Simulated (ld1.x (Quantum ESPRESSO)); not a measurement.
# Ti: two inputs for an RRKJ potential

Two related inputs are run: the one described here, and one that differs from it in little. What comes out is then tested.

Program: ld1.x (Quantum ESPRESSO) 7.5. Reference atom: PBE, scalar-relativistic, spherical and spin-unpolarised. All values are calculated.

1 further run of the same task is left out (it didn't finish).

## 1. Settings

Typed settings, in words:

| Quantity | Value |
| --- | --- |
| element | titanium (Ti, Z = 22) |
| type | norm-conserving RRKJ (Kleinman–Bylander form) |
| frozen core | [Ne] |
| valence charge | 12 |
| reference configuration | 3s2 3p6 3d2 4s2 4p0 |
| partial waves | 3p (bound): rc 1.10 bohr; 3d (bound): rc 2.35 bohr; 3s (bound): rc 0.95 bohr |
| occupied shells without a wave | 4s |
| local potential | the s channel |
| core correction | a·sin(br)/r model core, default radius (core density twice the valence density) |

## 2. The first input

Ti.in

```
 &input
   title='Ti', zed=22., rel=1, dft='PBE', iswitch=3,
   config='[Ar] 3d2 4s2 4p0',
   nld=3, rlderiv=2.55, eminld=-7.0, emaxld=5.0, deld=0.02
 /
 &inputp
   pseudotype=2, tm=.false., rho0=0.001, lloc=0,
   nlcc=.true.,
   file_pseudopw='Ti.UPF', file_wfcaegen='ae.wfc', file_wfcncgen='nc.wfc', file_beta='beta', file_chi='chi'
 /
3
3P  2  1   6.00   0.00  1.10  1.10  0.0
3D  3  2   2.00   0.00  2.35  2.35  0.0
3S  1  0   2.00   0.00  0.95  0.95  0.0
 &test
   configts(1)='3s2 3p6 3d2 4s2 4p0'
 /
```

The run is started by

```sh
$ ld1.x < Ti.in > Ti.out
```

What the program wrote to Ti.out (without the banner and most projector matrices):

```text
[... the first 30 lines are left out ...]
     Exc  =     -83.841874 Ry,     -41.920937 Ha,   -1140.726812 eV

     normalization and overlap integrals

     s(1S/1S) =  1.000000  <r> =   0.0696  <r2> =    0.0065  r(max) =   0.0455
     s(2S/2S) =  1.000000  <r> =   0.3249  <r2> =    0.1249  r(max) =   0.2682
     s(2P/2P) =  1.000000  <r> =   0.2899  <r2> =    0.1037  r(max) =   0.2196
     s(3S/3S) =  1.000000  <r> =   1.0069  <r2> =    1.1699  r(max) =   0.8685
     s(3P/3P) =  1.000000  <r> =   1.0860  <r2> =    1.3907  r(max) =   0.9016
     s(3D/3D) =  1.000000  <r> =   1.6171  <r2> =    3.5729  r(max) =   0.9841
     s(4S/4S) =  1.000000  <r> =   3.5139  <r2> =   14.2499  r(max) =   2.9196
     s(4P/4P) =  1.000000  <r> =   4.8655  <r2> =   27.9402  r(max) =   3.7960

     ------------------------ End of All-electron run ------------------------

     --------------------- Generating NC pseudopotential ---------------------

      Generating local pot.: lloc=0, matching radius rcloc =   0.9500

      Computing core charge for nlcc:

       r > 0.52 : true rho core
       r < 0.52 : rho core = a sin(br)/r    a=  22.49  b=   5.12

      Integrated core pseudo-charge :   4.99

      Wfc   3P  rcut= 1.088  Estimated cut-off energy=      149.03 Ry
      This function has    0 nodes for 0 < r <    1.088
           1        1178        1177   100.37945417669140

 %%%%%%%%%%%%%%%%%%%%%%%%%%%%%%%%%%%%%%%%%%%%%%%%%%%%%%%%%%%%%%%%%%%%%%%%%%%%%%
     Error in routine compute_chi (1):
     n is too large
 %%%%%%%%%%%%%%%%%%%%%%%%%%%%%%%%%%%%%%%%%%%%%%%%%%%%%%%%%%%%%%%%%%%%%%%%%%%%%%

     stopping ...
```

Run time: 0.8 s. Hardware: 1 thread, shared host.

## 3. What went wrong

No potential comes out: the run stopped with "compute_chi: n is too large". The reason: the routine that builds χ = (ε − T − V_loc)φ ran off the radial mesh.

The neighbouring input differs in this: waves 3p (bound): rc 1.34 bohr.

## 4. The second input

Changes to Ti.in since step 2:

```diff
@@ -11,3 +11,3 @@
 3
-3P  2  1   6.00   0.00  1.10  1.10  0.0
+3P  2  1   6.00   0.00  1.34  1.34  0.0
 3D  3  2   2.00   0.00  2.35  2.35  0.0
```

The run is started by

```sh
$ ld1.x < Ti.in > Ti.out
```

What the program wrote to Ti.out (without the banner and most projector matrices):

```text
     Program LD1 v.7.5
     --------------------------- All-electron run ----------------------------

     Ti
     scalar relativistic calculation

     atomic number is 22.00
     dft =PBE   lsd =0 sic =0 latt =0  beta=0.20 tr2=1.0E-14
     Exchange-correlation= PBE
                           (   1   4   3   4   0   0   0)
     mesh =1177 r(mesh) = 100.37945 a.u. xmin = -7.00 dx = 0.01250
     1 Ry =  13.60569312 eV, c = 137.03599908

     n l     nl                  e(Ry)          e(Ha)          e(eV)
     1 0     1S 1( 2.00)      -357.8563      -178.9282     -4868.8833
     2 0     2S 1( 2.00)       -39.4641       -19.7321      -536.9370
     2 1     2P 1( 6.00)       -32.6525       -16.3262      -444.2596
     3 0     3S 1( 2.00)        -4.6035        -2.3017       -62.6334
     3 1     3P 1( 6.00)        -2.8562        -1.4281       -38.8608
     3 2     3D 1( 2.00)        -0.3130        -0.1565        -4.2588
     4 0     4S 1( 2.00)        -0.3283        -0.1641        -4.4667
     4 1     4P 1( 0.00)        -0.1078        -0.0539        -1.4663

     final scf error:  4.3E-15 reached in  24 iterations

     Etot =   -1707.131133 Ry,    -853.565567 Ha,  -23226.702321 eV

     Ekin =    1721.499962 Ry,     860.749981 Ha,   23422.200193 eV
     Encl =   -4058.485530 Ry,   -2029.242765 Ha,  -55218.508665 eV
     Eh   =     713.696309 Ry,     356.848154 Ha,    9710.332963 eV
     Exc  =     -83.841874 Ry,     -41.920937 Ha,   -1140.726812 eV

     normalization and overlap integrals

     s(1S/1S) =  1.000000  <r> =   0.0696  <r2> =    0.0065  r(max) =   0.0455
     s(2S/2S) =  1.000000  <r> =   0.3249  <r2> =    0.1249  r(max) =   0.2682
     s(2P/2P) =  1.000000  <r> =   0.2899  <r2> =    0.1037  r(max) =   0.2196
     s(3S/3S) =  1.000000  <r> =   1.0069  <r2> =    1.1699  r(max) =   0.8685
     s(3P/3P) =  1.000000  <r> =   1.0860  <r2> =    1.3907  r(max) =   0.9016
     s(3D/3D) =  1.000000  <r> =   1.6171  <r2> =    3.5729  r(max) =   0.9841
     s(4S/4S) =  1.000000  <r> =   3.5139  <r2> =   14.2499  r(max) =   2.9196
     s(4P/4P) =  1.000000  <r> =   4.8655  <r2> =   27.9402  r(max) =   3.7960

     ------------------------ End of All-electron run ------------------------

     --------------------- Generating NC pseudopotential ---------------------

      Generating local pot.: lloc=0, matching radius rcloc =   0.9500

      Computing core charge for nlcc:

       r > 0.52 : true rho core
       r < 0.52 : rho core = a sin(br)/r    a=  22.49  b=   5.12

      Integrated core pseudo-charge :   4.99

      Wfc   3P  rcut= 1.328  Estimated cut-off energy=      101.45 Ry
      This function has    0 nodes for 0 < r <    1.328

      Wfc   3D  rcut= 2.361  Estimated cut-off energy=       42.11 Ry
      This function has    0 nodes for 0 < r <    2.361

     ------------------- End of pseudopotential generation -------------------

     [... the all-electron block is printed once more ...]


     Computing logarithmic derivative in   2.56056
     Computing logarithmic derivative in   2.56056
     Computing the partial wave expansion
       no projector for channel:   0
     R is outside the sphere for l=    1 j= 0.00
     R is outside the sphere for l=    2 j= 0.00

     ---------------------- Testing the pseudopotential ----------------------

     Ti
     scalar relativistic calculation

     atomic number is 22.00   valence charge is 12.00
     dft =PBE   lsd =0 sic =0 latt =0  beta=0.20 tr2=1.0E-14
     mesh =1177 r(mesh) = 100.37945 xmin = -7.00 dx = 0.01250

     n l     nl             e AE (Ry)        e PS (Ry)    De AE-PS (Ry)
     1 0     3S   1( 2.00)       -4.60347       -4.60356        0.00009
     2 1     3P   1( 6.00)       -2.85621       -2.85622        0.00001
     3 2     3D   1( 2.00)       -0.31302       -0.31302        0.00000
     2 0     4S   1( 2.00)       -0.32830       -0.33063        0.00233
     3 1     4P   1( 0.00)       -0.10777       -0.10805        0.00028

     eps = 1.5E-15  iter = 15

     Etot =   -1707.131133 Ry,    -853.565567 Ha,  -23226.702321 eV
     Etotps =  -123.008267 Ry,     -61.504134 Ha,   -1673.612737 eV

     Ekin =      44.366317 Ry,      22.183159 Ha,     603.634497 eV
     Encl =    -225.762409 Ry,    -112.881204 Ha,   -3071.654051 eV
     Ehrt =      90.819382 Ry,      45.409691 Ha,    1235.660635 eV
     Ecxc =     -23.543893 Ry,     -11.771947 Ha,    -320.330985 eV
     (Ecc =      -8.247587 Ry,      -4.123793 Ha,    -112.214137 eV)
     Epseu=      -8.887664 Ry,      -4.443832 Ha,    -120.922833 eV

     ---------------------- End of pseudopotential test ----------------------
```

Run time: 4.3 s. Hardware: 1 thread, shared host. This counts the later configuration tests of the new file too.

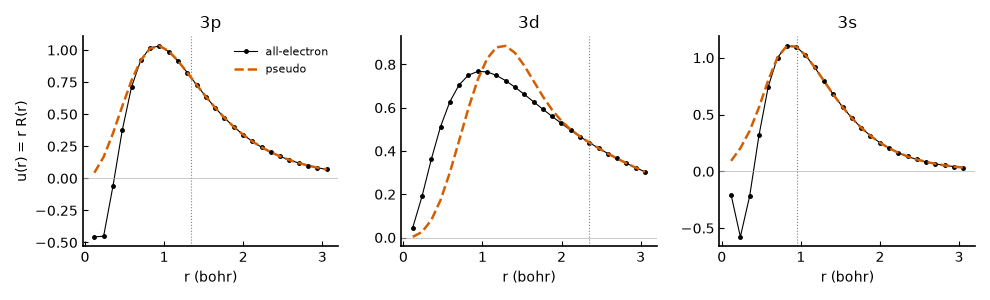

All-electron and pseudo partial waves (3p, 3d, 3s), with the matching radii dotted. The curves join 26 sampled radii, too few to resolve the innermost nodes.

## 5. Testing the new file in other configurations

Ti.test.in

```
 &input
   title='Ti', zed=22., rel=1, dft='PBE', iswitch=2,
   config='[Ar] 3d2 4s2 4p0'
 /
 &test
   file_pseudo='Ti.UPF', nconf=8,
   configts(1)='3s2 3p6 3d2 4s2 4p0',
   configts(2)='3s2 3p6 3d2 4s1 4p0',
   configts(3)='3s2 3p6 3d2 4s0 4p0',
   configts(4)='3s2 3p6 3d1 4s0 4p0',
   configts(5)='3s2 3p6 3d2.5 4s1.5 4p0',
   configts(6)='3s2 3p6 3d3 4s1 4p0',
   configts(7)='3s2 3p5 3d2 4s2 4p0',
   configts(8)='3s2 3p6 3d2 4s1 4p1'
 /
```

The run is started by

```sh
$ ld1.x < Ti.test.in > Ti.test.out
```

Ti.test.out, the pseudopotential blocks:

```text
     ---------------------- Testing the pseudopotential ----------------------

     Ti
     scalar relativistic calculation

     atomic number is 22.00   valence charge is 12.00
     dft =PBE   lsd =0 sic =0 latt =0  beta=0.20 tr2=1.0E-14
     mesh =1177 r(mesh) = 100.37945 xmin = -7.00 dx = 0.01250

     n l     nl             e AE (Ry)        e PS (Ry)    De AE-PS (Ry)
     1 0     3S   1( 2.00)       -4.60347       -4.60356        0.00009
     2 1     3P   1( 6.00)       -2.85621       -2.85622        0.00001
     3 2     3D   1( 2.00)       -0.31302       -0.31302        0.00000
     2 0     4S   1( 2.00)       -0.32830       -0.33063        0.00233
     3 1     4P   1( 0.00)       -0.10777       -0.10805        0.00028

     eps = 8.5E-15  iter = 14

     Etot =   -1707.131133 Ry,    -853.565567 Ha,  -23226.702321 eV
     Etotps =  -123.008268 Ry,     -61.504134 Ha,   -1673.612739 eV

     Ekin =      44.366318 Ry,      22.183159 Ha,     603.634510 eV
     Encl =    -225.762411 Ry,    -112.881205 Ha,   -3071.654078 eV
     Ehrt =      90.819383 Ry,      45.409691 Ha,    1235.660651 eV
     Ecxc =     -23.543893 Ry,     -11.771947 Ha,    -320.330988 eV
     (Ecc =      -8.247587 Ry,      -4.123793 Ha,    -112.214137 eV)
     Epseu=      -8.887664 Ry,      -4.443832 Ha,    -120.922835 eV

     ---------------------- End of pseudopotential test ----------------------

     ---------------------- Testing the pseudopotential ----------------------

     Ti
     [...]
     n l     nl             e AE (Ry)        e PS (Ry)    De AE-PS (Ry)
     1 0     3S   1( 2.00)       -5.13888       -5.15576        0.01688  !
     2 1     3P   1( 6.00)       -3.39209       -3.40803        0.01594  !
     3 2     3D   1( 2.00)       -0.83550       -0.85149        0.01599  !
     2 0     4S   1( 1.00)       -0.76075       -0.78872        0.02797  !
     3 1     4P   1( 0.00)       -0.48549       -0.51298        0.02749  !

     eps = 7.8E-16  iter = 12

     Etot =   -1706.591160 Ry,    -853.295580 Ha,  -23219.355615 eV
     Etotps =  -122.454220 Ry,     -61.227110 Ha,   -1666.074541 eV
     dEtot_ae =       0.539973 Ry
     dEtot_ps =       0.554047 Ry,   Delta E=      -0.014074 Ry

     [...]
     ---------------------- End of pseudopotential test ----------------------

     ---------------------- Testing the pseudopotential ----------------------

     Ti
     [...]
     n l     nl             e AE (Ry)        e PS (Ry)    De AE-PS (Ry)
     1 0     3S   1( 2.00)       -5.77330       -5.80567        0.03237  !
     2 1     3P   1( 6.00)       -4.02515       -4.05611        0.03096  !
     3 2     3D   1( 2.00)       -1.44648       -1.47780        0.03132  !
     2 0     4S   1( 0.00)       -1.24186       -1.30250        0.06063  !
     3 1     4P   1( 0.00)       -0.91224       -0.98176        0.06953  !

     eps = 1.5E-15  iter =  9

     Etot =   -1705.593615 Ry,    -852.796807 Ha,  -23205.783316 eV
     Etotps =  -121.412374 Ry,     -60.706187 Ha,   -1651.899504 eV
     dEtot_ae =       1.537519 Ry
     dEtot_ps =       1.595893 Ry,   Delta E=      -0.058375 Ry

     [...]
     ---------------------- End of pseudopotential test ----------------------

     ---------------------- Testing the pseudopotential ----------------------

     Ti
     [...]
     n l     nl             e AE (Ry)        e PS (Ry)    De AE-PS (Ry)
     1 0     3S   1( 2.00)       -6.98557       -6.96869       -0.01688  !
     2 1     3P   1( 6.00)       -5.21266       -5.19955       -0.01311  !
     3 2     3D   1( 1.00)       -2.54976       -2.51569       -0.03407  !
     2 0     4S   1( 0.00)       -1.94362       -2.01550        0.07189  !
     3 1     4P   1( 0.00)       -1.53584       -1.62290        0.08706  !

     eps = 3.2E-17  iter =  9

     Etot =   -1703.612957 Ry,    -851.806479 Ha,  -23178.835094 eV
     Etotps =  -119.427001 Ry,     -59.713500 Ha,   -1624.887121 eV
     dEtot_ae =       3.518176 Ry
     dEtot_ps =       3.581267 Ry,   Delta E=      -0.063091 Ry

     [...]
     ---------------------- End of pseudopotential test ----------------------

     ---------------------- Testing the pseudopotential ----------------------

     Ti
     [...]
     n l     nl             e AE (Ry)        e PS (Ry)    De AE-PS (Ry)
     1 0     3S   1( 2.00)       -4.46411       -4.46952        0.00541  !
     2 1     3P   1( 6.00)       -2.72338       -2.72742        0.00404
     3 2     3D   1( 2.50)       -0.21215       -0.21882        0.00667  !
     2 0     4S   1( 1.50)       -0.29708       -0.30147        0.00439
     3 1     4P   1( 0.00)       -0.09238       -0.09456        0.00218

     eps = 9.4E-15  iter = 12

     Etot =   -1707.105206 Ry,    -853.552603 Ha,  -23226.349556 eV
     Etotps =  -122.982545 Ry,     -61.491272 Ha,   -1673.262764 eV
     dEtot_ae =       0.025928 Ry
     dEtot_ps =       0.025723 Ry,   Delta E=       0.000205 Ry

     [...]
     ---------------------- End of pseudopotential test ----------------------

     ---------------------- Testing the pseudopotential ----------------------

     Ti
     [...]
     n l     nl             e AE (Ry)        e PS (Ry)    De AE-PS (Ry)
     1 0     3S   1( 2.00)       -4.36009       -4.36552        0.00543  !
     2 1     3P   1( 6.00)       -2.62424       -2.62747        0.00322
     3 2     3D   1( 3.00)       -0.14076       -0.14865        0.00789  !
     2 0     4S   1( 1.00)       -0.27407       -0.27971        0.00564  !
     3 1     4P   1( 0.00)       -0.08211       -0.08525        0.00314

     eps = 2.5E-15  iter = 33

     Etot =   -1707.049855 Ry,    -853.524927 Ha,  -23225.596471 eV
     Etotps =  -122.928407 Ry,     -61.464204 Ha,   -1672.526182 eV
     dEtot_ae =       0.081279 Ry
     dEtot_ps =       0.079860 Ry,   Delta E=       0.001418 Ry

     [...]
     ---------------------- End of pseudopotential test ----------------------

     ---------------------- Testing the pseudopotential ----------------------

     Ti
     [...]
     n l     nl             e AE (Ry)        e PS (Ry)    De AE-PS (Ry)
     1 0     3S   1( 2.00)       -5.65228       -5.70148        0.04920  !
     2 1     3P   1( 5.00)       -3.88201       -3.92700        0.04499  !
     3 2     3D   1( 2.00)       -1.23972       -1.22129       -0.01844  !
     2 0     4S   1( 2.00)       -0.89058       -0.90583        0.01524  !
     3 1     4P   1( 0.00)       -0.57505       -0.58834        0.01328  !

     eps = 1.8E-15  iter = 17

     Etot =   -1703.782791 Ry,    -851.891396 Ha,  -23181.145807 eV
     Etotps =  -119.635833 Ry,     -59.817916 Ha,   -1627.728430 eV
     dEtot_ae =       3.348342 Ry
     dEtot_ps =       3.372435 Ry,   Delta E=      -0.024093 Ry

     [...]
     ---------------------- End of pseudopotential test ----------------------

     ---------------------- Testing the pseudopotential ----------------------

     Ti
     [...]
     n l     nl             e AE (Ry)        e PS (Ry)    De AE-PS (Ry)
     1 0     3S   1( 2.00)       -4.70181       -4.70089       -0.00092
     2 1     3P   1( 6.00)       -2.95446       -2.95319       -0.00127
     3 2     3D   1( 2.00)       -0.40319       -0.40263       -0.00056
     2 0     4S   1( 1.00)       -0.38394       -0.38632        0.00237
     3 1     4P   1( 1.00)       -0.15248       -0.14973       -0.00275

     eps = 6.9E-15  iter = 18

     Etot =   -1706.905068 Ry,    -853.452534 Ha,  -23223.626540 eV
     Etotps =  -122.778522 Ry,     -61.389261 Ha,   -1670.486893 eV
     dEtot_ae =       0.226066 Ry
     dEtot_ps =       0.229745 Ry,   Delta E=      -0.003680 Ry

     [...]
     ---------------------- End of pseudopotential test ----------------------
```

Energies count from the reference configuration 3s2 3p6 3d2 4s2 4p0; the error is all-electron less pseudo.

```tsv
valence configuration	charge	ΔE all-electron (eV)	error AE − PS (meV)
3s2 3p6 3d2 4s1 4p0	+1	7.347	-191
3s2 3p6 3d2 4s0 4p0	+2	20.919	-794
3s2 3p6 3d1 4s0 4p0	+3	47.867	-858
3s2 3p6 3d2.5 4s1.5 4p0	0	0.353	+2.8
3s2 3p6 3d3 4s1 4p0	0	1.106	+19
3s2 3p5 3d2 4s2 4p0	+1	45.557	-328
3s2 3p6 3d2 4s1 4p1	0	3.076	-50
```

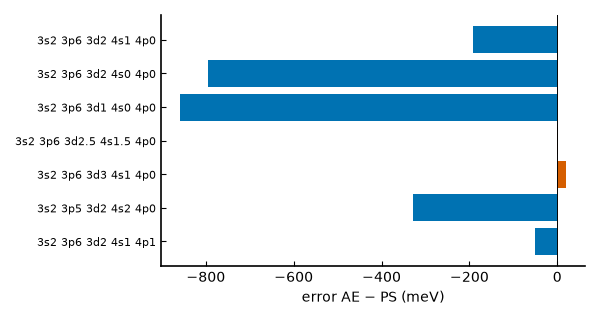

Error of the potential in each test configuration.

## 6. Does it scatter like the atom?

Taken from the files of the generation run. The phase is arctan(r·u′/u) with u = r·R, unwrapped, with energies in Ry. A pole is an energy at which the radial function vanishes at the test radius. The pseudo phase is shifted by a multiple of π to meet the all-electron one at the reference energy. Levels narrower than the energy grid can be missing from the poles. The last column is the largest difference on the grid between −1 and +1 Ry.

```tsv
channel	radius (bohr)	reference (Ry)	poles AE	poles PS	window around the reference with phases within 0.05 rad (Ry)	largest difference near zero (rad)
s	2.56	-4.60	-4.57, 2.62	-4.57, 2.56	the whole range	0.027
p	2.56	-2.86	-2.78, 3.56	-2.78, 3.52	the whole range	0.012
d	2.56	-0.31	-0.00, 4.92	0.01	below 1.0	0.036
```

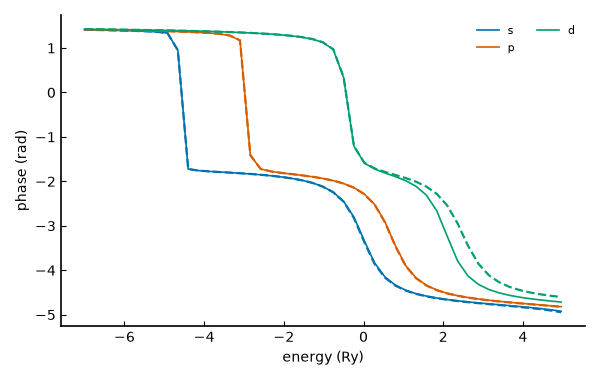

All-electron (solid) and pseudo (dashed) phases against energy.

## 7. Cutoff and ghost test in a Bessel basis

This step uses the generator's waves and projectors in a separate script. Basis: spherical Bessel functions vanishing at 20 bohr, q² up to the cutoff; potential fixed at the reference.

All-electron valence levels (Ry): 3p -2.8562, 4p -0.1078, 3d -0.3130, 3s -4.6035, 4s -0.3283. The lowest levels of each channel (Ry) by cutoff; the last column sums, over occupied levels, occupation times the distance from the level at 400 Ry. A positive value at high cutoff is not a bound level.

```
cutoff (Ry)     p #1     p #2     d #1     s #1     s #2    f #1  Σ f·Δε (mRy)
          8  -1.6771  -0.0526   0.0319  -3.9302  -0.2754  0.1040        9221.7
         15  -2.5169  -0.0895  -0.0465  -3.9706  -0.2793  0.1040        3937.8
         25  -2.8152  -0.1052  -0.2945  -4.2366  -0.2974  0.1040        1084.1
         40  -2.8526  -0.1079  -0.3128  -4.5256  -0.3226  0.1040         194.5
         55  -2.8536  -0.1079  -0.3130  -4.5801  -0.3286  0.1040          66.8
         70  -2.8556  -0.1080  -0.3130  -4.5826  -0.3291  0.1040          49.0
        100  -2.8562  -0.1080  -0.3130  -4.5918  -0.3296  0.1040          26.1
        140  -2.8562  -0.1080  -0.3130  -4.6022  -0.3305  0.1040           3.0
        200  -2.8563  -0.1080  -0.3130  -4.6030  -0.3306  0.1040           1.2
        230  -2.8563  -0.1080  -0.3130  -4.6033  -0.3306  0.1040           0.6
        300  -2.8563  -0.1080  -0.3130  -4.6035  -0.3306  0.1040           0.0
        400  -2.8563  -0.1080  -0.3130  -4.6036  -0.3306  0.1040           0.0
```

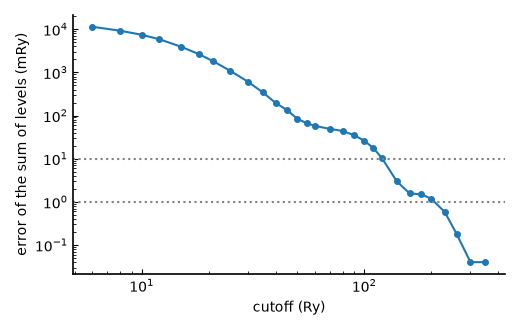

Occupation-weighted error of the valence levels against the cutoff; the dotted lines mark 10 and 1 mRy.

The sum stays within 10 mRy from 140 Ry and within 1 mRy from 230 Ry. The sum leaves out empty levels, which can need more. Ghost test: no level below the all-electron spectrum of its channel (p, d, s, f tested).

## 8. Results

```
                                                quantity                                value
                                             first input  failed: compute_chi: n is too large
                                            second input                            generated
               cutoffs for 10 and 1 mRy, occupied levels                    140 Ry and 230 Ry
                                            bound ghosts                           none found
                       largest miss of a reference level                          32 meV (4s)
                            largest test error (AE − PS)    -858 meV, for 3s2 3p6 3d1 4s0 4p0
largest phase difference near zero energy, channels read                            0.036 rad
```

In words: The change is enough to let the generator finish; it is one cure of several. Already in the reference configuration the 4s level is off by 32 meV; it has no partial wave or projector of its own. By total energies transferability is poor: the largest error is 858 meV on 47.9 eV, for 3s2 3p6 3d1 4s0 4p0. That test lies far up in energy; among those under 40 eV, nearer to bonding, the largest error is 794 meV. It counts as very hard, with 140 Ry needed at the looser tolerance. The slowest occupied level is 3s: taken alone it needs 160 Ry to come within 1 mRy, against 100 Ry for 4s. The Bessel-basis test finds no level below the valence levels. Near zero energy the largest phase difference among the channels read is 0.04 rad, in the d channel.
